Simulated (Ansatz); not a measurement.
Geometry relaxation, with input and output: BSiH5OF2 (part 2 of 2)

The same run, continued: BSiH5OF2; RKS B3LYP/def2-SVP (Ansatz 0.2.0). The input holds or restrains some coordinates. It belongs to a series of runs on one base structure; here: pulled along the bonds that form and break, towards end A.

Geometry of the input (Å):
```
B  0.0000  0.0000  0.0000
H  0.0000  0.0000  1.5400
F  1.1431  0.0000  -0.6600
F  -1.1431  0.0000  -0.6600
O  0.0715  -1.6212  0.5392
Si -0.6985  -2.9178  -0.2012
H  0.2063  -4.0629  -0.2427
H  -1.8953  -3.2713  0.5566
H  -1.0766  -2.5477  -1.5620
H  0.0379  -0.8605  1.5370
```

## Trajectory as extended XYZ (Å, eV, eV/Å), 8 frames, from step=1 to step=8
```
10
Properties=species:S:1:pos:R:3:forces:R:3 step=1 energy=-16109.36002
B     0.0000    0.0000    0.0000    0.5301  -5.1676   0.9600
H     0.0000    0.0000    1.5400   -0.0945   4.1203  -0.4299
F     1.1431    0.0000   -0.6600    0.4156   2.1077   0.0477
F    -1.1431    0.0000   -0.6600   -0.5782   1.8472   0.2099
O     0.0715   -1.6212    0.5392   -0.0783  -0.0854   0.4004
Si   -0.6985   -2.9178   -0.2012    0.1373  -0.0039   0.2273
H     0.2063   -4.0629   -0.2427    0.3434  -0.4582   0.0081
H    -1.8953   -3.2713    0.5566   -0.5197  -0.1871   0.3051
H    -1.0766   -2.5477   -1.5620   -0.1019   0.1211  -0.4963
H     0.0379   -0.8605    1.5370   -0.0539  -2.2942  -1.2323
10
Properties=species:S:1:pos:R:3:forces:R:3 step=2 energy=-16110.12588
B    -0.0004    0.0942    0.0226    0.4789  -2.8430   1.7831
H    -0.0067    0.1794    1.4642   -0.0242   1.7691  -2.2277
F     1.1419    0.0225   -0.6534   -0.1060   1.4447   0.2048
F    -1.1436    0.0201   -0.6520   -0.0924   1.1889   0.2850
O     0.0864   -1.7409    0.6107    0.5679   2.5476   2.7750
Si   -0.7062   -2.9370   -0.2053   -0.2765  -0.5738   0.3451
H     0.2091   -4.0698   -0.2434    0.2916  -0.5783  -0.1272
H    -1.9015   -3.2744    0.5593   -0.6212  -0.2868   0.1953
H    -1.0769   -2.5456   -1.5662   -0.0094   0.2386  -0.3652
H     0.0433   -1.0300    1.5104   -0.2087  -2.9070  -2.8683
10
Properties=species:S:1:pos:R:3:forces:R:3 step=3 energy=-16110.89527
B    -0.0031    0.2493    0.0461    0.4221  -2.6904   0.3667
H    -0.0113    0.3227    1.3522   -0.0208   1.3510  -1.9946
F     1.1345    0.0344   -0.6466   -0.7796   1.4765   0.6156
F    -1.1400    0.0287   -0.6456    0.5166   1.2443   0.6061
O     0.1050   -1.8501    0.7059    0.8703   1.6462   1.6739
Si   -0.7108   -2.9465   -0.1987   -0.2312  -0.5298   0.3703
H     0.2113   -4.0768   -0.2463    0.1926  -0.5843  -0.2268
H    -1.9103   -3.2788    0.5605   -0.7060  -0.3401   0.1116
H    -1.0752   -2.5409   -1.5675    0.0595   0.2878  -0.1725
H     0.0452   -1.2233    1.4868   -0.3235  -1.8611  -1.3501
10
Properties=species:S:1:pos:R:3:forces:R:3 step=4 energy=-16111.22918
B    -0.0065    0.3565    0.0372    0.3497  -2.7288  -1.9214
H    -0.0098    0.4425    1.2122   -0.0355   1.0929   0.4455
F     1.1235    0.1076   -0.6515   -0.8176   1.2149   0.6329
F    -1.1381    0.0903   -0.6474    0.6057   1.0469   0.6317
O     0.1484   -2.0017    0.8199    0.9393   0.6628   0.0905
Si   -0.7152   -2.9763   -0.1810   -0.1300  -0.4677   0.3038
H     0.2102   -4.1109   -0.2680   -0.0086  -0.5323  -0.2914
H    -1.9436   -3.2998    0.5549   -0.5571  -0.2994  -0.0330
H    -1.0638   -2.5227   -1.5575    0.1291   0.2755   0.1219
H     0.0402   -1.3671    1.5281   -0.4749  -0.2649   0.0195
10
Properties=species:S:1:pos:R:3:forces:R:3 step=5 energy=-16111.53082
B    -0.0017    0.2946    0.0138    0.3304   0.1080  -1.6772
H    -0.0020    0.4894    1.2106   -0.0161   0.0793  -0.3610
F     1.1349    0.2897   -0.7200   -1.2120   0.0522   1.0562
F    -1.1496    0.2435   -0.7002    1.0289  -0.0317   0.9827
O     0.1911   -2.1049    0.9205    0.1377   0.8420  -0.0895
Si   -0.7146   -3.0571   -0.1412    0.1405   0.2824   0.5909
H     0.1838   -4.2170   -0.3048   -0.1108  -0.2711  -0.0885
H    -2.0031   -3.3571    0.5310   -0.1537  -0.2208  -0.0613
H    -1.0269   -2.5027   -1.5020    0.1811   0.1658   0.2881
H     0.0334   -1.3599    1.5391   -0.3261  -1.0062  -0.6404
10
Properties=species:S:1:pos:R:3:forces:R:3 step=6 energy=-16111.70444
B     0.0750    0.4167    0.0203    0.0995  -0.0979  -1.2107
H     0.1066    0.4868    1.2212    0.0310   0.2214  -0.1073
F     1.1872    0.4550   -0.7250   -0.8742   0.0343   0.7255
F    -1.0973    0.4092   -0.6342    0.8345  -0.0235   0.5832
O     0.1227   -2.0517    0.7992    0.1146   1.1335   0.6133
Si   -0.7343   -3.1555   -0.1129   -0.0537   0.0378  -0.0217
H     0.1998   -4.2958   -0.2621   -0.0731  -0.1624  -0.0104
H    -2.0001   -3.5432    0.5670   -0.0426  -0.0829   0.0336
H    -1.0685   -2.6402   -1.4768    0.0255   0.0717   0.1290
H    -0.1457   -1.3627    1.4503   -0.0614  -1.1320  -0.7346
10
Properties=species:S:1:pos:R:3:forces:R:3 step=7 energy=-16111.78139
B     0.1123    0.4790   -0.0040    0.0241  -0.2181   0.1087
H     0.1325    0.3962    1.1933    0.0923   0.4076   0.0131
F     1.2105    0.6527   -0.7066   -0.0475   0.0326   0.0366
F    -1.0475    0.4689   -0.6326   -0.0075   0.0045  -0.0865
O     0.1352   -2.0187    0.7311   -0.2349   0.6495   0.6620
Si   -0.7320   -3.1935   -0.0895   -0.0253  -0.1176  -0.0891
H     0.1667   -4.3707   -0.2289   -0.0455  -0.0054   0.0062
H    -1.9907   -3.5910    0.6122    0.0700   0.0590   0.0744
H    -1.0842   -2.6788   -1.4365   -0.0547  -0.0088  -0.1090
H    -0.2574   -1.4255    1.4084    0.2291  -0.8033  -0.6165
10
Properties=species:S:1:pos:R:3:forces:R:3 step=8 energy=-16111.79787
B     0.1177    0.4930    0.0255    0.0508  -0.1888  -0.1945
H     0.1003    0.4246    1.2184    0.0036   0.3075   0.1677
F     1.2237    0.8032   -0.6189   -0.1456  -0.0135   0.0359
F    -0.9998    0.3330   -0.6621    0.1079   0.0921  -0.0003
O     0.1719   -2.0311    0.6737   -0.2407   0.6005   0.5300
Si   -0.7451   -3.2068   -0.1042    0.0199   0.0084   0.0710
H     0.1107   -4.4181   -0.2202   -0.0281   0.0136  -0.0048
H    -1.9800   -3.5284    0.6739    0.0320   0.0242   0.0001
H    -1.1281   -2.7399   -1.4629   -0.0357  -0.0061  -0.0444
H    -0.2260   -1.4109    1.3238    0.2359  -0.8380  -0.5606
```

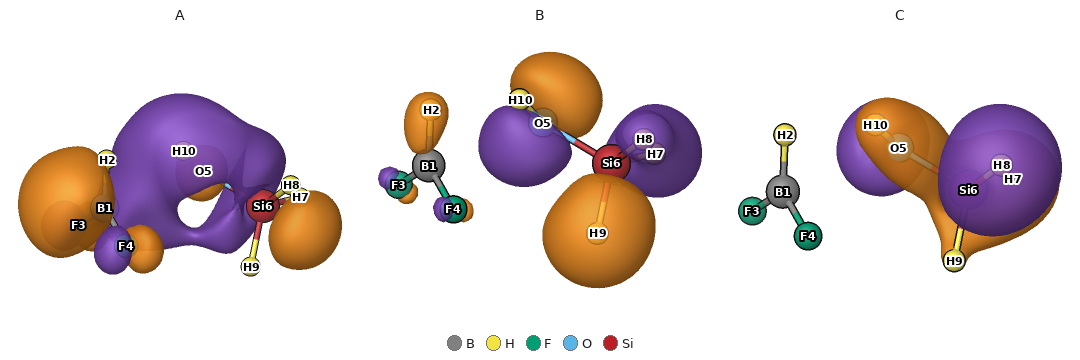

Figure 1. Three frontier orbitals at ±0.08 Å⁻³ᐟ² (orange and purple are the two phases). C is the HOMO−1 (−9.17 eV). Its weight (Hirshfeld) is mainly on O5 (30 %), Si6 (30 %), H8 (25 %) and H7 (10 %). B is the HOMO (−8.56 eV). Its weight (Hirshfeld) is mainly on O5 (45 %), Si6 (20 %), H9 (20 %) and H7 (10 %). A is the LUMO (−0.21 eV). It lies mainly on B1 (35 %), Si6 (15 %), O5 (10 %), F4 (10 %) and H10 (10 %). The HOMO–LUMO gap is 8.35 eV between the orbital energies.

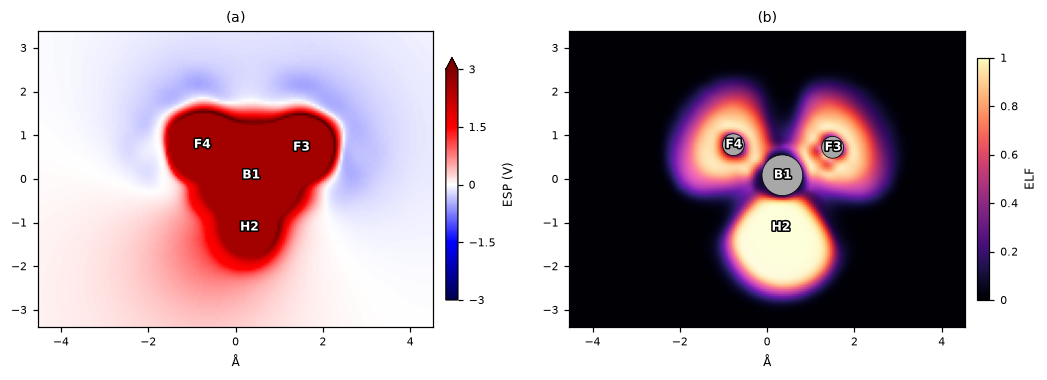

Figure 2. (a) molecular electrostatic potential; (b) electron localisation function on the plane of atoms F3, B1 and F4. Grey discs, where drawn, cover atomic cores.

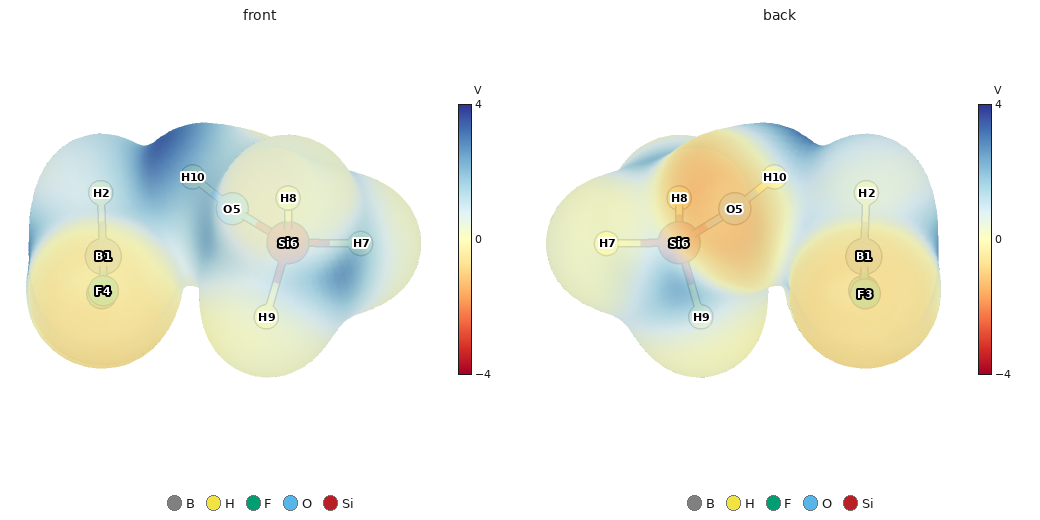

Figure 3. The molecular electrostatic potential painted on the density surface at 0.004 e/bohr³, seen at a tilt and from behind; red is negative and blue positive.

## Summary

| quantity | value |
| --- | --- |
| outcome | converged under the restraints of the input |
| total energy | −16111.7981 eV |
| mean-field energy | −16111.7981 eV |
| largest force (length of the vector) at the end, held atoms and coordinates included | 1.035 eV/Å |
| hardware | 2 threads of Arm Neoverse V1, 24 GiB of memory available, shared host |
| wall time | 24 s (CPU time 47 s) |
| peak memory | 0.2 GiB |
